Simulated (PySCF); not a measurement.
## GeH$_{5}$O$_{2}$F: geometry relaxation (part 2 of 2)

Continued. System: GeH$_{5}$O$_{2}$F. Method: RKS PBE0-D4/def2-TZVP, density fitting (PySCF 2.14.0). The geometry is a transition state displaced along its imaginary mode. The reaction was set up to form Ge1–O7 and F2–H6 and to break Ge1–F2 and H6–O7 (atoms counted from 1 in the order of the input); sticks are drawn by distance alone.

Geometry of the input (Å):
```
Ge -0.8540  -0.6922  0.2938
F  0.6612  -1.2046  1.1501
H  -0.7806  -1.9509  -0.5747
H  -1.6433  -0.5805  1.5998
H  -1.5332  0.3747  -0.6941
H  1.1918  0.2480  0.4659
O  0.7122  0.8648  0.1831
O  1.1519  0.9889  -1.1602
H  1.0939  1.9517  -1.2639
```

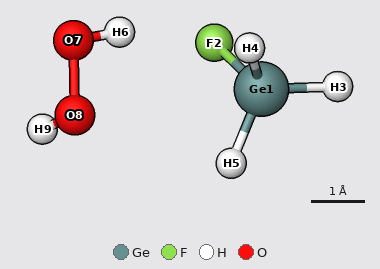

Fig. 1: The geometry at step 44 of the log (ball-and-stick view, seen at a tilt; atoms are numbered from 1 in the order of the input).

## Trajectory as extended XYZ, continued
```
9
Properties=species:S:1:pos:R:3:forces:R:3 step=16 energy=-63397.57694
Ge   -1.0210   -1.2555    0.2629    0.1302  -0.0482  -0.0681
F     0.6388   -1.1725    0.8496   -0.1335   0.0207  -0.0661
H    -1.1705   -2.6835   -0.2880    0.0200   0.0453   0.0477
H    -1.8920   -1.0194    1.4993   -0.0159   0.0238   0.0254
H    -1.1926   -0.1917   -0.8248    0.0493  -0.0339   0.0644
H     1.3070    0.8563    0.6642   -0.0048  -0.1264  -0.0135
O     0.8149    1.5949    0.2834   -0.0084   0.1004  -0.0783
O     1.1839    1.4677   -1.0962   -0.0557   0.3298   0.0273
H     1.3376    2.4006   -1.3127    0.0198  -0.3113   0.0611
9
Properties=species:S:1:pos:R:3:forces:R:3 step=20 energy=-63397.61019
Ge   -0.8916   -1.3666    0.2817    0.0839   0.1328   0.0617
F     0.7997   -1.1444    0.7296   -0.1151   0.0688  -0.0612
H    -1.0043   -2.8441   -0.0831    0.0090  -0.1221  -0.0493
H    -1.6843   -1.0283    1.5470   -0.0113   0.0246   0.0157
H    -1.1807   -0.4217   -0.8863    0.0482  -0.0417   0.0187
H     1.1229    0.8918    0.5366   -0.0486   0.0238  -0.0450
O     0.6338    1.6799    0.2513    0.0462  -0.1278   0.0216
O     0.9254    1.6830   -1.1490    0.0945   0.4285   0.0606
H     1.3053    2.5732   -1.2398   -0.1063  -0.3891  -0.0218
9
Properties=species:S:1:pos:R:3:forces:R:3 step=23 energy=-63397.62348
Ge   -0.8381   -1.3902    0.3068    0.2444   0.0467  -0.0657
F     0.8258   -1.0258    0.7805   -0.1547  -0.0466  -0.0067
H    -0.8565   -2.8923    0.0334    0.0396  -0.1149  -0.0075
H    -1.7024   -1.0177    1.5021   -0.0751   0.0757   0.1438
H    -1.0942   -0.5511   -0.9365   -0.0469   0.0440  -0.0811
H     1.0164    0.8908    0.4888    0.0807  -0.1764   0.0674
O     0.5419    1.6899    0.2256   -0.0582   0.1966   0.0241
O     0.8315    1.7285   -1.1678    0.0963   0.2375  -0.1539
H     1.3191    2.5640   -1.2414   -0.1262  -0.2605   0.0773
9
Properties=species:S:1:pos:R:3:forces:R:3 step=26 energy=-63397.63015
Ge   -0.7839   -1.4196    0.2868    0.3080   0.0003   0.0012
F     0.8541   -0.9526    0.7929   -0.3273  -0.1053  -0.0875
H    -0.7246   -2.9467    0.1029    0.0299   0.1143   0.0213
H    -1.6996   -1.0096    1.4415    0.0011   0.0257   0.0121
H    -1.0368   -0.6600   -1.0165   -0.0098  -0.0300   0.0349
H     0.9345    0.9273    0.4809   -0.0137   0.0011   0.0442
O     0.4713    1.7430    0.2312    0.0454  -0.0060   0.0175
O     0.7418    1.7866   -1.1674    0.1208   0.2462  -0.0936
H     1.2976    2.5794   -1.2308   -0.1543  -0.2461   0.0482
9
Properties=species:S:1:pos:R:3:forces:R:3 step=29 energy=-63397.63831
Ge   -0.7355   -1.4222    0.2305   -0.0186   0.0045   0.0293
F     0.8544   -0.9153    0.7978    0.0053   0.0124  -0.0122
H    -0.6262   -2.9446    0.0942   -0.0017  -0.0037   0.0063
H    -1.7081   -0.9902    1.3324    0.0065  -0.0152  -0.0190
H    -0.9555   -0.7064   -1.1000    0.0008   0.0014  -0.0176
H     0.8936    0.9551    0.5315   -0.0191   0.0543  -0.0088
O     0.4548    1.7869    0.2853    0.0198  -0.0724  -0.0454
O     0.6646    1.8013   -1.1286    0.0742   0.1328   0.1101
H     1.2711    2.5499   -1.2101   -0.0686  -0.1113  -0.0435
9
Properties=species:S:1:pos:R:3:forces:R:3 step=32 energy=-63397.64153
Ge   -0.7033   -1.4405    0.1631    0.0037  -0.0220   0.0079
F     0.8338   -0.8525    0.7958   -0.0193  -0.0014  -0.0049
H    -0.5310   -2.9639    0.0974   -0.0052   0.0337   0.0008
H    -1.7574   -1.0077    1.1873    0.0214  -0.0053  -0.0178
H    -0.8674   -0.7847   -1.2073   -0.0015  -0.0074   0.0067
H     0.8280    1.0185    0.6074   -0.0246   0.0371  -0.0022
O     0.4122    1.8603    0.3555    0.0333  -0.0414  -0.0183
O     0.5770    1.8325   -1.0618    0.1372   0.1662   0.0007
H     1.2419    2.5257   -1.1880   -0.1465  -0.1601   0.0232
9
Properties=species:S:1:pos:R:3:forces:R:3 step=35 energy=-63397.64326
Ge   -0.6837   -1.4559    0.1116   -0.0062   0.0072  -0.0076
F     0.8234   -0.8283    0.7750    0.0068  -0.0003   0.0019
H    -0.4886   -2.9757    0.0879    0.0019  -0.0008  -0.0013
H    -1.7703   -1.0133    1.0945   -0.0025  -0.0013  -0.0027
H    -0.8193   -0.8352   -1.2782    0.0016  -0.0089   0.0070
H     0.7916    1.0414    0.6383   -0.0197   0.0268  -0.0076
O     0.3937    1.8916    0.3865    0.0265  -0.0260   0.0030
O     0.5171    1.8403   -1.0336    0.0027   0.0167   0.0041
H     1.2048    2.4992   -1.1878   -0.0104  -0.0137   0.0012
9
Properties=species:S:1:pos:R:3:forces:R:3 step=38 energy=-63397.64500
Ge   -0.6442   -1.4681    0.0744   -0.0227  -0.0201   0.0376
F     0.8242   -0.7868    0.7703    0.0049  -0.0021   0.0083
H    -0.4188   -2.9837    0.1145   -0.0006   0.0056   0.0024
H    -1.7766   -1.0113    0.9993    0.0154  -0.0062  -0.0175
H    -0.7383   -0.9047   -1.3402   -0.0009   0.0102  -0.0320
H     0.7584    1.0695    0.6839    0.0061  -0.0066   0.0020
O     0.3962    1.9356    0.4350    0.0053   0.0164  -0.0308
O     0.4415    1.8482   -0.9888    0.0380   0.0443   0.0206
H     1.1675    2.4515   -1.1928   -0.0476  -0.0401   0.0099
9
Properties=species:S:1:pos:R:3:forces:R:3 step=41 energy=-63397.64766
Ge   -0.6086   -1.4930    0.0411    0.0091  -0.0057   0.0798
F     0.8134   -0.7424    0.7704   -0.0876  -0.0425  -0.0316
H    -0.3528   -3.0030    0.1675   -0.0157   0.0754   0.0095
H    -1.7968   -1.0116    0.8881    0.0855  -0.0337  -0.0658
H    -0.6448   -1.0093   -1.4076    0.0012   0.0058   0.0025
H     0.7246    1.1144    0.7436    0.0115   0.0301  -0.0089
O     0.4215    2.0040    0.4956    0.0168  -0.0233   0.0267
O     0.3574    1.8786   -0.9228    0.0135   0.0229  -0.0377
H     1.1146    2.4109   -1.1975   -0.0386  -0.0318   0.0247
9
Properties=species:S:1:pos:R:3:forces:R:3 step=44 energy=-63397.65179
Ge   -0.5889   -1.5286    0.0052   -0.0123   0.0107  -0.0150
F     0.7981   -0.7498    0.7584    0.0383   0.0095   0.0108
H    -0.3366   -3.0252    0.2000    0.0009  -0.0425   0.0137
H    -1.7974   -1.0186    0.7902   -0.0353   0.0081  -0.0088
H    -0.5757   -1.1058   -1.4622    0.0050   0.0118  -0.0097
H     0.7294    1.1022    0.7707    0.0452  -0.0271   0.0161
O     0.4817    2.0083    0.5268   -0.0189   0.0253  -0.0971
O     0.2912    1.8554   -0.8811    0.0030   0.0250   0.0562
H     1.0578    2.3269   -1.2301   -0.0273  -0.0252   0.0318
9
Properties=species:S:1:pos:R:3:forces:R:3 step=47 energy=-63397.65631
Ge   -0.6098   -1.5391   -0.0663   -0.1452   0.1071   0.0700
F     0.7284   -0.7473    0.7574    0.0298  -0.0020   0.0455
H    -0.3819   -3.0243    0.2238   -0.0079  -0.0492  -0.0366
H    -1.8896   -0.9990    0.5963    0.1327  -0.0314  -0.0669
H    -0.4804   -1.1587   -1.5403    0.0096  -0.0392  -0.0090
H     0.7683    1.0899    0.8195    0.0360  -0.1051  -0.0123
O     0.5821    2.0063    0.5653   -0.0607   0.1311  -0.1528
O     0.2259    1.8296   -0.8093    0.0694   0.0364   0.1120
H     0.9833    2.2331   -1.2530   -0.0625  -0.0471   0.0489
9
Properties=species:S:1:pos:R:3:forces:R:3 step=50 energy=-63397.65879
Ge   -0.5844   -1.5625   -0.0822   -0.1151   0.1249   0.0200
F     0.7486   -0.7699    0.7464    0.0406   0.0235   0.0490
H    -0.3694   -3.0439    0.2166    0.0027  -0.1124  -0.0039
H    -1.8659   -1.0082    0.5529    0.0657  -0.0067  -0.0165
H    -0.4409   -1.2044   -1.5586    0.0251  -0.0155  -0.0460
H     0.7806    1.0888    0.8407    0.0561  -0.2285   0.0157
O     0.5942    2.0054    0.5976   -0.0791   0.2374  -0.1282
O     0.1967    1.8419   -0.7654   -0.0645  -0.0487   0.1557
H     0.9472    2.2305   -1.2262    0.0695   0.0269  -0.0467
9
Properties=species:S:1:pos:R:3:forces:R:3 step=54 energy=-63397.67444
Ge   -0.5758   -1.4835   -0.1364   -0.2183  -0.1419  -0.0309
F     0.7504   -0.8000    0.7831    0.1720   0.0596   0.1473
H    -0.5545   -2.9815    0.2285   -0.0100   0.1436  -0.0393
H    -1.8413   -0.7648    0.3414    0.0447  -0.0278   0.0014
H    -0.2443   -1.2180   -1.6009    0.0219  -0.0213  -0.0844
H     0.8567    1.0360    0.8877   -0.0217   0.2185  -0.0593
O     0.6890    1.9687    0.6534   -0.0310  -0.2075  -0.0872
O     0.0696    1.8047   -0.6263    0.0776  -0.0098   0.1101
H     0.7640    2.1258   -1.2154   -0.0353  -0.0163   0.0451
9
Properties=species:S:1:pos:R:3:forces:R:3 step=57 energy=-63397.68361
Ge   -0.5533   -1.4188   -0.2017    0.0645  -0.0546  -0.1532
F     0.7852   -0.8643    0.8049   -0.0543  -0.0107  -0.0097
H    -0.6657   -2.9235    0.1262   -0.0010   0.1652  -0.0154
H    -1.7839   -0.6106    0.2231    0.0739  -0.0526  -0.0198
H    -0.0989   -1.1771   -1.6547   -0.0900  -0.0348   0.1803
H     0.9158    0.9860    0.9325    0.0171  -0.1260   0.0113
O     0.7026    1.9011    0.6947    0.0120   0.1740   0.0397
O     0.0213    1.7049   -0.5394   -0.0704  -0.0851   0.0040
H     0.6732    2.0247   -1.1726    0.0461   0.0287  -0.0396
9
Properties=species:S:1:pos:R:3:forces:R:3 step=60 energy=-63397.68725
Ge   -0.5552   -1.4097   -0.2437    0.0458   0.0144  -0.0006
F     0.7800   -0.8709    0.7767   -0.0497  -0.0021  -0.0308
H    -0.6709   -2.9079    0.0739   -0.0078   0.0217   0.0059
H    -1.7829   -0.6072    0.1864    0.0193  -0.0155  -0.0001
H    -0.1116   -1.1599   -1.6874   -0.0116  -0.0023   0.0179
H     0.9142    0.9823    0.9361    0.0114  -0.0138   0.0124
O     0.7024    1.8988    0.6930   -0.0129   0.0084  -0.0127
O     0.0185    1.6846   -0.5398    0.0156  -0.0075  -0.0014
H     0.6680    2.0063   -1.1768   -0.0107   0.0010   0.0079
9
Properties=species:S:1:pos:R:3:forces:R:3 step=63 energy=-63397.68761
Ge   -0.5547   -1.3828   -0.2678   -0.0084   0.0029   0.0008
F     0.7805   -0.8559    0.7547    0.0076   0.0055   0.0017
H    -0.6797   -2.8799    0.0462   -0.0002  -0.0047   0.0022
H    -1.7780   -0.5806    0.1709   -0.0016   0.0013  -0.0019
H    -0.1170   -1.1301   -1.7112    0.0024   0.0002  -0.0029
H     0.9213    0.9958    0.9375    0.0072  -0.0058   0.0014
O     0.7054    1.9095    0.6873   -0.0011   0.0041   0.0129
O     0.0292    1.6832   -0.5466   -0.0062  -0.0022  -0.0129
H     0.6770    2.0101   -1.1823    0.0004   0.0029  -0.0020
9
Properties=species:S:1:pos:R:3:forces:R:3 step=66 energy=-63397.68763
Ge   -0.5545   -1.3645   -0.2683   -0.0099  -0.0007  -0.0035
F     0.7818   -0.8353    0.7516    0.0056   0.0011   0.0024
H    -0.6785   -2.8619    0.0474    0.0004   0.0043   0.0024
H    -1.7782   -0.5620    0.1698    0.0038  -0.0023  -0.0023
H    -0.1174   -1.1136   -1.7125    0.0001  -0.0003   0.0003
H     0.9216    1.0135    0.9327    0.0020   0.0017  -0.0021
O     0.7031    1.9273    0.6844   -0.0001   0.0016   0.0076
O     0.0271    1.7024   -0.5501   -0.0082  -0.0080   0.0004
H     0.6752    2.0289   -1.1855    0.0064   0.0069  -0.0061
9
Properties=species:S:1:pos:R:3:forces:R:3 step=69 energy=-63397.68766
Ge   -0.5531   -1.3446   -0.2735    0.0007  -0.0022   0.0008
F     0.7861   -0.8142    0.7424    0.0031   0.0002   0.0005
H    -0.6758   -2.8413    0.0453   -0.0002   0.0021   0.0009
H    -1.7754   -0.5419    0.1664   -0.0036   0.0024   0.0009
H    -0.1194   -1.0953   -1.7187    0.0007  -0.0007  -0.0033
H     0.9221    1.0347    0.9262    0.0006  -0.0024   0.0026
O     0.6972    1.9477    0.6809    0.0006   0.0041  -0.0015
O     0.0241    1.7217   -0.5551   -0.0059  -0.0064  -0.0016
H     0.6726    2.0491   -1.1897    0.0039   0.0072  -0.0002
```

## Key numbers

- outcome: converged
- total energy: −63397.6877 eV
- largest force (length of the vector) at the end: 0.009 eV/Å
- hardware: 4 threads of Arm Neoverse V1, 23 GiB of memory available, shared host
- wall time: 14 min (CPU time 50 min)
- peak memory: 1.6 GiB
